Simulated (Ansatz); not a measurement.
**HfC (Fm-3m) under biaxial strain in the (001) plane**

Aim: how do the optical modes of HfC (Fm-3m) shift and split under this strain?

Calculated with Ansatz 0.2.0; DFT PBEsol, scalar-relativistic, plane waves, PAW; PAW set soft_1.

The database entry behind the starting cell differs from later determinations by our own check (about 0.2 % long), so it need not match the best structure at ambient conditions.

## 1. Starting point

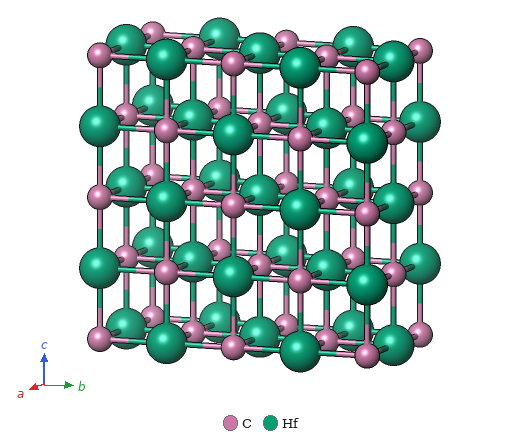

The cell as given, slightly off an axis (carbon pink, hafnium teal). 1×2×2 cells are drawn. This picture shows the conventional cell, with its axes. Some periodic images of atoms are drawn too.

## 2. Bringing the structure to rest

Harmonic phonons are second derivatives at a point where the forces vanish, and they are wanted at zero stress, so atoms and cell are relaxed first.

File input.yaml:

```yaml
crystal:
  lattice:
    - [0.0, 2.325, 2.325]
    - [2.325, 0.0, 2.325]
    - [2.325, 2.325, 0.0]
  atoms:
    - { symbol: C, position: [0.0, 0.0, 0.0] }
    - { symbol: Hf, position: [0.5, 0.5, 0.5] }
kpoints:
  mp_grid: { grid: [16, 16, 16] }
hamiltonian:
  xc: pbesol
  pseudopotentials: { kind: paw, azcp: { folder: soft_1 }, xc_functional: pbe }
scf:
  occupations: { method: gaussian, width: 0.1 }
output:
  forces: true
  stress: true
  eigenvalues: true
relax:
  adjacent_minimum: "off"
  f_tol: 0.005
  max_steps: 80
  cell: { stress_tol: 0.05 }
```

Launch:

```console
$ ansatz run input.yaml --threads 4 --pin off --max-ram 10240MiB --backend cpu --events-out ev --progress --plain --runs-dir out
```

Numbers of over 12 decimals in the logs are rounded to 6 here.

The program printed:

```text
Engine: ansatz 0.2.0, x86_64-unknown-linux-gnu
Pseudopotentials: kind: paw
Pseudopotential: C, paw, valence charge 4, recommended cutoff 420 eV (normal), soft_1/C.paw.azcp
Pseudopotential: Hf, paw, valence charge 26, recommended cutoff 420 eV (normal), soft_1/Hf.paw.azcp
Functional definition: PBEsol
  exchange = pbesol_x
  correlation = pbesol_c
Crystal: 2 atoms, lattice volume = 25.136 Å³
Basis set: ecut = 420 eV, 531 PW (Γ), exchange–correlation on 48×48×48 points (8 copies of the dense FFT grid, shifted against one another)
Bands: 19, of which v1, the nominal top of the filled ones, is band 15 counted from 1 (14 counted from 0)
Symmetry: 48 space group operations
Space group: Fm-3m (ITA 225), of the structure as read, at distance tolerance 2.9e-5 Å
k-points: 145 of 4096
Non-local potential: C, projectors of the file, l = 0: 2, l = 1: 2, l = 2: 1
Non-local potential: Hf, projectors of the file, l = 0: 3, l = 1: 2, l = 2: 2, l = 3: 3
PAW form: soft (Blöchl's): semilocal exchange-correlation on the pseudo side does not see the compensation charge
PAW frozen core: C, regenerated for the run's functional, and the local potential with it (the file was generated under x = pbe(κ = 0.804, μ = 0.219515), c = pbe(β = 0.066725))
PAW frozen core: Hf, regenerated for the run's functional, and the local potential with it (the file was generated under x = pbe(κ = 0.804, μ = 0.219515), c = pbe(β = 0.066725))
PAW one-centre angular grid: C, 110 points (default); XC on 64 Gauss nodes
PAW one-centre angular grid: Hf, 590 points (default); XC on 64 Gauss nodes
Initial density: superposition of atomic densities (chi_scale 0.1, normalization cell, long waves kept (reshape's long-wave potential 0.00 eV rms))
Initial wavefunctions: pseudopotential atomic-orbital guess
Functional: x = pbesol(κ = 0.804, μ = 0.123457), c = pbesol(β = 0.046)
SCF iter   1: F=—  HF=-15848.031419 eV  |F-HF|=—  |Δ(HF+E_count)|=         —  Δρ=8.43e-2  dr2=2.46e0  ethr=3.10e-3  ⟨swp⟩=5.3  Hψ=12374  notcnv=0
preconditioner: auto → Kerker (q_TF=auto, 2.810 Å⁻¹)  [metal: Δε(μ)=0.066 eV  Ē_g=17.592 eV  σ=0.100 eV  W_gap=0.34  n_scr=14 (ndim 8)  ℏωp=39.2 eV  f_vac=0.000  D(μ)=0.23/eV (n_scr^D=0)]
SCF iter   2: F=—  HF=-15847.529167 eV  |F-HF|=—  |Δ(HF+E_count)|=   5.02e-1  Δρ=3.28e-2  dr2=2.66e-1  ethr=3.10e-3  ⟨swp⟩=2.4  Hψ=5153  notcnv=0  defer=4
SCF iter   3: F=—  HF=-15847.476432 eV  |F-HF|=—  |Δ(HF+E_count)|=   5.27e-2  Δρ=1.43e-2  dr2=3.24e-2  ethr=8.88e-4  ⟨swp⟩=2.2  Hψ=5835  notcnv=0  defer=2
SCF iter   4: F=—  HF=-15847.468113 eV  |F-HF|=—  |Δ(HF+E_count)|=   8.32e-3  Δρ=8.15e-3  dr2=7.98e-3  ethr=1.08e-4  ⟨swp⟩=2.4  Hψ=5685  notcnv=0  defer=2
SCF iter   5: F=—  HF=-15847.468200 eV  |F-HF|=—  |Δ(HF+E_count)|=   8.71e-5  Δρ=1.46e-3  dr2=2.75e-4  ethr=2.66e-5  ⟨swp⟩=2.4  Hψ=4706  notcnv=0  defer=1
SCF iter   6: F=—  HF=-15847.468163 eV  |F-HF|=—  |Δ(HF+E_count)|=   3.79e-5  Δρ=2.51e-4  dr2=1.57e-5  ethr=9.16e-7  ⟨swp⟩=3.1  Hψ=5035  notcnv=0  defer=1
SCF iter   7: F=—  HF=-15847.468168 eV  |F-HF|=—  |Δ(HF+E_count)|=   4.98e-6  Δρ=6.64e-5  dr2=8.09e-7  ethr=5.24e-8  ⟨swp⟩=2.2  Hψ=5025  notcnv=0  defer=1
SCF iter   8: F=-15847.468167 eV  HF=-15847.468167 eV  |F-HF|=8.73e-10  |Δ(HF+E_count)|=   2.63e-8  Δρ=1.40e-5  dr2=2.86e-8  ethr=3.33e-10  ⟨swp⟩=8.1  Hψ=16773  notcnv=0
SCF 1 converged in 8 iterations: F = -15847.468167 eV  dr2 = 2.86e-8
  greatest PAW one-centre occupation: 0.998 electrons in one spin orbital (limit 2), on the Hf atom at site 1 (counted from 0), in its partial waves of l = 0
relax step   1: F+E_penalty+E_count = -15847.46816748 eV  Δ(F+E_penalty+E_count) = +0.000e0 eV  max|allowed force component| = 2.846e-29 eV/Å  Δτ_max = 0.0000 Å  P = -6.514 GPa  Ω = 25.136 Å³  (8 SCF iters, dr2 threshold 1.00e-7 eV, accepted)
Crystal: 2 atoms, lattice volume = 23.941 Å³
Basis set: ecut = 420 eV, 459 PW (Γ), exchange–correlation on 48×48×48 points (8 copies of the dense FFT grid, shifted against one another)
Initial density: handed on by an earlier stage of this run
Initial wavefunctions: those handed on with the density
iter 1 solved again at ethr=4.10e-5 eV; its pass at ethr=3.10e-3 eV (dr2=1.23e-2 eV) is discarded
SCF iter   1: F=—  HF=-15847.478327 eV  |F-HF|=—  |Δ(HF+E_count)|=         —  Δρ=6.63e-3  dr2=1.25e-2  ethr=4.10e-5  ⟨swp⟩=1.3  Hψ=16491  notcnv=0
preconditioner: auto → Kerker (q_TF=auto, 2.833 Å⁻¹)  [metal: Δε(μ)=0.014 eV  Ē_g=18.198 eV  σ=0.100 eV  W_gap=0.08  n_scr=14 (ndim 8)  ℏωp=40.2 eV  f_vac=0.000  D(μ)=0.45/eV (n_scr^D=0)]
SCF iter   2: F=—  HF=-15847.475566 eV  |F-HF|=—  |Δ(HF+E_count)|=   2.76e-3  Δρ=2.06e-3  dr2=1.15e-3  ethr=4.10e-5  ⟨swp⟩=2.0  Hψ=3468  notcnv=0
SCF iter   3: F=—  HF=-15847.475336 eV  |F-HF|=—  |Δ(HF+E_count)|=   2.30e-4  Δρ=7.33e-4  dr2=9.61e-5  ethr=3.83e-6  ⟨swp⟩=2.2  Hψ=4410  notcnv=0
SCF iter   4: F=—  HF=-15847.475281 eV  |F-HF|=—  |Δ(HF+E_count)|=   5.52e-5  Δρ=5.11e-4  dr2=6.51e-5  ethr=3.20e-7  ⟨swp⟩=2.2  Hψ=5088  notcnv=0
SCF iter   5: F=—  HF=-15847.475263 eV  |F-HF|=—  |Δ(HF+E_count)|=   1.81e-5  Δρ=9.58e-5  dr2=1.91e-6  ethr=2.17e-7  ⟨swp⟩=2.1  Hψ=4911  notcnv=0
SCF iter   6: F=—  HF=-15847.475265 eV  |F-HF|=—  |Δ(HF+E_count)|=   1.49e-6  Δρ=4.27e-5  dr2=4.08e-7  ethr=6.35e-9  ⟨swp⟩=2.3  Hψ=5183  notcnv=0
SCF iter   7: F=-15847.475264 eV  HF=-15847.475265 eV  |F-HF|=7.79e-8  |Δ(HF+E_count)|=   1.20e-8  Δρ=8.45e-6  dr2=9.45e-9  ethr=6.67e-10  ⟨swp⟩=7.6  Hψ=16012  notcnv=0
SCF 2 converged in 7 iterations: F = -15847.475264 eV  dr2 = 9.45e-9
relax step   2: F+E_penalty+E_count = -15847.47526447 eV  Δ(F+E_penalty+E_count) = -7.097e-3 eV  max|allowed force component| = 9.572e-29 eV/Å  Δτ_max = 0.0000 Å  P = +5.459 GPa  Ω = 23.941 Å³  energy of the carried Pulay correction = +1.387e-3 eV  (7 SCF iters, dr2 threshold 2.00e-7 eV, accepted)
Crystal: 2 atoms, lattice volume = 24.472 Å³
iter 1 solved again at ethr=1.02e-5 eV; its pass at ethr=3.10e-3 eV (dr2=3.06e-3 eV) is discarded
SCF iter   1: F=—  HF=-15847.483836 eV  |F-HF|=—  |Δ(HF+E_count)|=         —  Δρ=3.06e-3  dr2=2.78e-3  ethr=1.02e-5  ⟨swp⟩=2.1  Hψ=15630  notcnv=0
preconditioner: auto → Kerker (q_TF=auto, 2.823 Å⁻¹)  [metal: Δε(μ)=0.006 eV  Ē_g=18.199 eV  σ=0.100 eV  W_gap=0.03  n_scr=14 (ndim 8)  ℏωp=39.7 eV  f_vac=0.000  D(μ)=0.46/eV (n_scr^D=0)]
SCF iter   2: F=—  HF=-15847.483226 eV  |F-HF|=—  |Δ(HF+E_count)|=   6.10e-4  Δρ=9.52e-4  dr2=2.52e-4  ethr=9.26e-6  ⟨swp⟩=2.0  Hψ=3470  notcnv=0
SCF iter   3: F=—  HF=-15847.483175 eV  |F-HF|=—  |Δ(HF+E_count)|=   5.05e-5  Δρ=3.11e-4  dr2=1.93e-5  ethr=8.39e-7  ⟨swp⟩=2.1  Hψ=4376  notcnv=0
SCF iter   4: F=—  HF=-15847.483169 eV  |F-HF|=—  |Δ(HF+E_count)|=   6.59e-6  Δρ=2.20e-4  dr2=1.28e-5  ethr=6.44e-8  ⟨swp⟩=2.2  Hψ=4743  notcnv=0
SCF iter   5: F=—  HF=-15847.483165 eV  |F-HF|=—  |Δ(HF+E_count)|=   3.61e-6  Δρ=4.69e-5  dr2=6.24e-7  ethr=4.27e-8  ⟨swp⟩=2.4  Hψ=3912  notcnv=0
SCF iter   6: F=—  HF=-15847.483165 eV  |F-HF|=—  |Δ(HF+E_count)|=   2.02e-7  Δρ=2.02e-5  dr2=8.92e-8  ethr=6.67e-10  ⟨swp⟩=7.2  Hψ=15592  notcnv=0
SCF iter   7: F=-15847.483165 eV  HF=-15847.483165 eV  |F-HF|=1.69e-10  |Δ(HF+E_count)|=   2.18e-8  Δρ=3.79e-6  dr2=2.72e-9  ethr=2.97e-10  ⟨swp⟩=5.5  Hψ=11900  notcnv=0
SCF 3 converged in 7 iterations: F = -15847.483165 eV  dr2 = 2.72e-9
relax step   3: F+E_penalty+E_count = -15847.48316526 eV  Δ(F+E_penalty+E_count) = -7.901e-3 eV  max|allowed force component| = 2.679e-29 eV/Å  Δτ_max = 0.0000 Å  P = -0.209 GPa  Ω = 24.472 Å³  energy of the carried Pulay correction = +7.630e-4 eV  (7 SCF iters, dr2 threshold 2.00e-7 eV, accepted)
[...]
relax step   4: F+E_penalty+E_count = -15847.48320269 eV  Δ(F+E_penalty+E_count) = -3.743e-5 eV  max|allowed force component| = 4.227e-29 eV/Å  Δτ_max = 0.0000 Å  P = -0.001 GPa  Ω = 24.451 Å³  energy of the carried Pulay correction = +7.869e-4 eV  (3 SCF iters, dr2 threshold 1.10e-7 eV, accepted)
Initial wavefunctions: pseudopotential atomic-orbital guess (no wavefunctions were taken with the density)
iter 1 solved again at ethr=1.17e-9 eV; its pass at ethr=3.10e-3 eV (dr2=3.50e-7 eV) is discarded
SCF iter   1: F=—  HF=-15847.482482 eV  |F-HF|=—  |Δ(HF+E_count)|=         —  Δρ=6.20e-5  dr2=1.27e-7  ethr=1.17e-9  ⟨swp⟩=6.1  Hψ=25888  notcnv=3
preconditioner: auto → Kerker (q_TF=auto, 2.823 Å⁻¹)  [metal: Δε(μ)=0.005 eV  Ē_g=18.179 eV  σ=0.100 eV  W_gap=0.03  n_scr=14 (ndim 8)  ℏωp=39.7 eV  f_vac=0.000  D(μ)=0.46/eV (n_scr^D=0)]
SCF iter   2: F=—  HF=-15847.482480 eV  |F-HF|=—  |Δ(HF+E_count)|=   1.71e-6  Δρ=4.04e-5  dr2=1.20e-7  ethr=4.24e-10  ⟨swp⟩=3.1  Hψ=5783  notcnv=0
SCF iter   3: F=—  HF=-15847.482480 eV  |F-HF|=—  |Δ(HF+E_count)|=   1.17e-8  Δρ=2.34e-5  dr2=2.89e-8  ethr=3.99e-10  ⟨swp⟩=2.8  Hψ=5501  notcnv=0
SCF iter   4: F=—  HF=-15847.482480 eV  |F-HF|=—  |Δ(HF+E_count)|=   2.33e-8  Δρ=3.95e-6  dr2=8.83e-10  ethr=9.64e-11  ⟨swp⟩=2.9  Hψ=4859  notcnv=0
SCF iter   5: F=—  HF=-15847.482480 eV  |F-HF|=—  |Δ(HF+E_count)|=  8.40e-10  Δρ=8.54e-7  dr2=8.48e-11  ethr=2.94e-12  ⟨swp⟩=2.2  Hψ=5002  notcnv=0
SCF iter   6: F=-15847.482480 eV  HF=-15847.482480 eV  |F-HF|=7.28e-12  |Δ(HF+E_count)|=  7.28e-12  Δρ=2.04e-7  dr2=7.99e-12  ethr=1.00e-12  ⟨swp⟩=8.8  Hψ=17670  notcnv=0
SCF 5 converged in 6 iterations: F = -15847.482480 eV  dr2 = 7.99e-12
relax step   5: F+E_penalty+E_count = -15847.48247986 eV  Δ(F+E_penalty+E_count) = +7.228e-4 eV  max|allowed force component| = 2.797e-29 eV/Å  Δτ_max = 0.0000 Å  P = -0.033 GPa  Ω = 24.451 Å³  stress off target by 3.32e-2 GPa  SCF on the basis re-selected at this cell (its energy is not comparable with the rows above)  (6 SCF iters)
basis re-selected at this cell: Δ(F+E_penalty+E_count) = +7.228e-4 eV, ΔP = -0.032 GPa vs the last step (what re-selecting the basis moved, of the pressure what is left beyond the Pulay correction that the steps carried, after the strain that the cell walked since its last selection, with what the two solves' SCF thresholds leave and, on support functions, any second-order correction that the steps lacked; it is no m [...]
SCF converged after 6 iterations
Free energy (F): -15847.482480 eV
Harris-Foulkes:  -15847.482480 eV  (|F-HF|=7.28e-12)
Internal energy: -15847.480192 eV  (E = F + TS)
E sigma→0 (E₀):  -15847.481336 eV
Entropy (-TS):   -0.002288 eV (-1.144 meV/atom)
Fermi energy:    18.982194 eV
--- Per-component energies (eV) ---
  E_band       = 80.578682
  E_kinetic    = 494.916612
  E_local      = -6154.399135  (includes V_loc(G=0)·N_el)
  E_nonlocal   = 91.324407
  E_hartree    = 3017.672923
  E_xc         = -312.445466
  E_vxc        = -314.013889  (∫ρ·V_xc dr)
  E_paw        = -7673.666050  (= ΣΔE_a)
  E_vpaw       = -72.595128  (= ΣTr[D̂ρ^β])
  E_aug_tail   = 0.000101  (compensation charges beyond the density's cutoff)
  E_ewald      = -5312.155740
  E_core_change = 1.272157  (= ΣΔE_core)
  E_smearing   = -0.002288  (= −TS)
  E_closure    = 0.000000  (closes the sum)
  Σ components = -15847.482480   (vs F -15847.482480, Δ=0.00e0)
--- Forces (eV/Å), atoms counted from 1 ---
  atom   1  C     -0.00000000    -0.00000000    -0.00000000
  atom   2  Hf     0.00000000    -0.00000000    -0.00000000
  max |Σ_I F_I| component: 5.48e-29 eV/Å
--- Stress (GPa, compression-positive) ---
       -0.033163      -0.000000      -0.000000
       -0.000000      -0.033163      -0.000000
       -0.000000       0.000000      -0.033163
  P = ⅓ Tr σ = -0.0332 GPa (-0.332 kbar)
--- Band table (eV; the first three rows and the last of 145) ---
  k-point 0: bands = [... 11 lower, 8.1569, 20.0834, 20.0834, 20.0834, 20.3083, 20.3083, 20.3083, 22.4032]
  k-point 1: bands = [... 11 lower, 8.1571, 19.2616, 19.5176, 19.5176, 20.5561, 20.5561, 20.8847, 22.9310]
  k-point 2: bands = [... 11 lower, 8.1573, 18.1835, 18.6794, 18.6794, 20.8999, 20.8999, 21.3280, 24.0413]
  k-point 144: bands = [... 11 lower, 9.3768, 15.9280, 16.2235, 16.2235, 22.7140, 22.7140, 25.9073, 26.2492]
--- Relaxed structure (4 steps of the walk, 4 accepted, 1 SCFs on fresh bases) ---
  F+E_penalty+E_count = -15847.48247986 eV   max|allowed force component| = 2.797e-29 eV/Å   (the final SCF, on the basis selected at the relaxed cell)
  cell:  # Å, volume = 24.4509 Å³
    - [0, 2.303679, 2.303679]
    - [2.303679, 0, 2.303679]
    - [2.303679, 2.303679, 0]
  atoms:
    - { symbol: C, position: [0, 0, 0] }
    - { symbol: Hf, position: [0.5, 0.5, 0.5] }
```

The job ended after 23 s (4 threads of Intel Xeon at 2.50GHz (Skylake/Cascade Lake), shared host; peak memory 0.42 GiB).

Step by step:

| step | energy less that of the first step (eV) | largest force component (eV/Å) | pressure (GPa) | volume (Å³) |
| --- | --- | --- | --- | --- |
| 1 | 0.0000 | 0.0000 | -6.51 | 25.14 |
| 2 | -0.0071 | 0.0000 | 5.46 | 23.94 |
| 3 | -0.0150 | 0.0000 | -0.21 | 24.47 |
| 4 | -0.0150 | 0.0000 | 0.00 | 24.45 |
| 5* | -0.0143 | 0.0000 | -0.03 | 24.45 |

Relaxation steps marked * repeat the geometry before them on a plane-wave basis chosen anew for their cell, so energy and pressure can jump there.

Forces are held to the 48 operations that the run works with; a distortion that breaks them can't arise in this run.

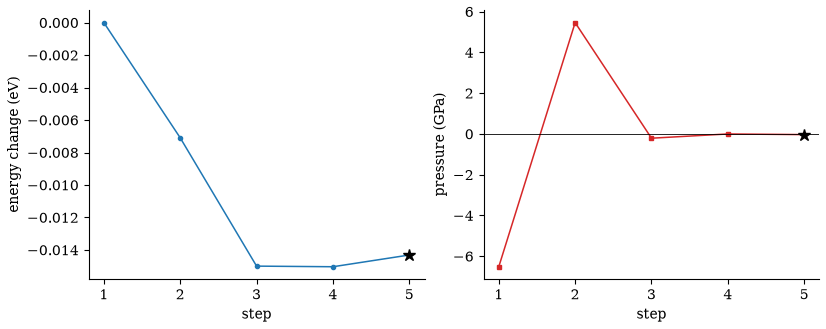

Energy and pressure along the relaxation. Stars mark steps on a basis chosen anew.

| conventional cell, symmetrised | before | after | change |
| --- | --- | --- | --- |
| a (Å) | 4.650 | 4.607 | -0.9 % |
| b (Å) | 4.650 | 4.607 | -0.9 % |
| c (Å) | 4.650 | 4.607 | -0.9 % |
| volume (Å³/atom) | 12.57 | 12.23 | -2.7 % |

Final coordinates:

```xyz
2
Lattice="0.0000 2.3037 2.3037 2.3037 0.0000 2.3037 2.3037 2.3037 0.0000" Properties=species:S:1:pos:R:3 pbc="T T T"
C     0.0000    0.0000    0.0000
Hf    2.3037    2.3037    2.3037
```

Numbers from this step:

| Quantity | Value |
| --- | --- |
| pressure | -0.03316 GPa |
| volume per atom | 12.23 Å³ |
| gap on the k-mesh | 0 eV |

In this step the volume went from 12.57 to 12.23 Å³/atom.

## 3. Tight relaxation

Phonons need small forces and stress, so the relaxation is finished with tight tolerances on 16×16×16 k points.

input.yaml, the sections that differ from step 2:

```yaml
crystal:
  lattice:
    - [0.0, 2.3036785238, 2.3036785238]
    - [2.3036785238, 0.0, 2.3036785238]
    - [2.3036785238, 2.3036785238, 0.0]
  atoms:
    - { symbol: C, position: [0.0, 0.0, 0.0] }
    - { symbol: Hf, position: [0.5, 0.5, 0.5] }
scf:
  occupations: { method: methfessel_paxton, width: 0.2 }
output:
  forces: true
  stress: true
  eigenvalues: true
  write_density: true
  write_potential: true
  elf: true
  volumetric_format: npy
relax:
  adjacent_minimum: "off"
  f_tol: 0.001
  max_steps: 60
  cell: { stress_tol: 0.01 }
# kpoints, hamiltonian: as in step 2
```

The program printed:

```text
[...]
Crystal: 2 atoms, lattice volume = 24.451 Å³
Basis set: ecut = 420 eV, 531 PW (Γ), exchange–correlation on 48×48×48 points (8 copies of the dense FFT grid, shifted against one another)
Bands: 19, of which v1, the nominal top of the filled ones, is band 15 counted from 1 (14 counted from 0)
Symmetry: 48 space group operations
[...]
k-points: 145 of 4096
[...]
k-point 144: bands = [... 11 lower, 9.3795, 15.9305, 16.2262, 16.2262, 22.7171, 22.7171, 25.9108, 26.2530]
--- Relaxed structure (3 steps of the walk, 3 accepted, 1 SCFs on fresh bases) ---
[...]
cell:  # Å, volume = 24.4478 Å³
    - [0, 2.303580, 2.303580]
    - [2.303580, 0.0, 2.303580]
    - [2.303580, 2.303580, 0]
  atoms:
    - { symbol: C, position: [0, 0, 0] }
    - { symbol: Hf, position: [0.5, 0.5, 0.5] }
[key lines of the parts left out:]
SCF converged after 6 iterations
Free energy (F): -15847.482024 eV
Fermi energy:    18.986593 eV
P = ⅓ Tr σ = -0.0003 GPa (-0.003 kbar)
```

The job ended after 16 s (4 threads; peak memory 0.42 GiB; 44 s of CPU time).

Little changed from the start: no atom moved by 0.005 Å and no cell edge by 0.1 %.

This step gave:

| Property | Result |
| --- | --- |
| pressure | -2.86e-4 GPa |
| volume per atom | 12.22 Å³ |

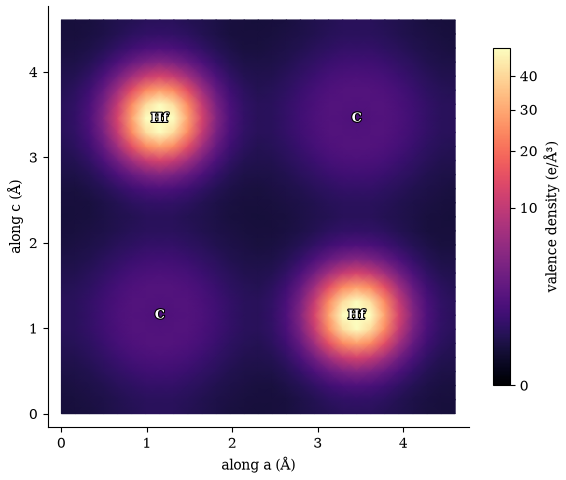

Valence density in the ac plane of the conventional cell at fractional y = 0.000, with atoms of C and Hf within 0.2 Å of it. It is the smooth field of the valence electrons, not physical close to the nuclei. The map starts off the cell's origin, so that atoms lie inside it. The colour scale is stretched toward low values.

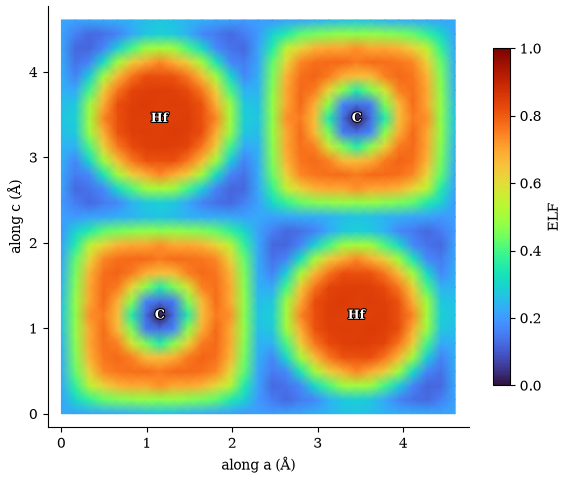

ELF in the ac plane of the conventional cell at fractional y = 0.000, with atoms of C and Hf within 0.2 Å of it. It is the smooth field of the valence electrons, not physical close to the nuclei. The map starts off the cell's origin, so that atoms lie inside it.

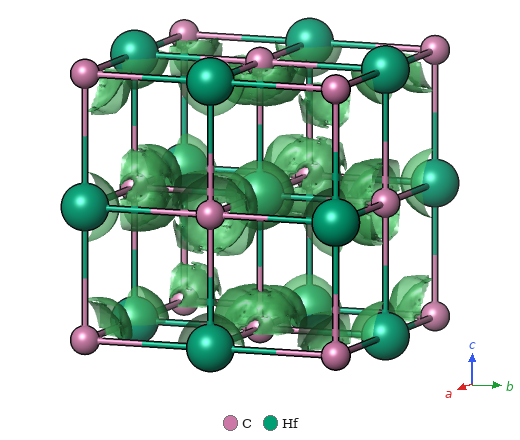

Surface of ELF = 0.77.

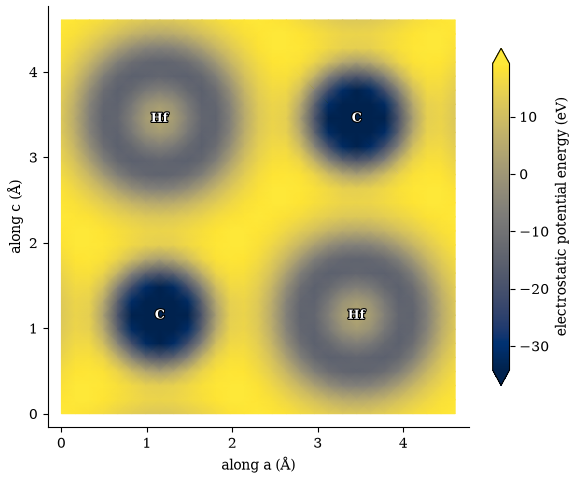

Electrostatic potential energy in the ac plane of the conventional cell at fractional y = 0.000, with atoms of C and Hf within 0.2 Å of it. With pseudopotentials it is smooth inside the atoms' cores, unlike the true potential. The map starts off the cell's origin, so that atoms lie inside it.

The forces vanish by symmetry and the pressure is 0.000 GPa, within the tolerances set. The cell now holds 12.22 Å³/atom.

(Part 1 of 2 ends here.)

[Logs are printed without paths, hosts, clocks, repeated set-up lines and the standing remarks that a program may print on its own settings, such as how far it seeks lower states.]

[Hosts, paths, dates, database ids (printed as entryN), source tags and the programs' standing remarks are cut or masked in the printed files.]
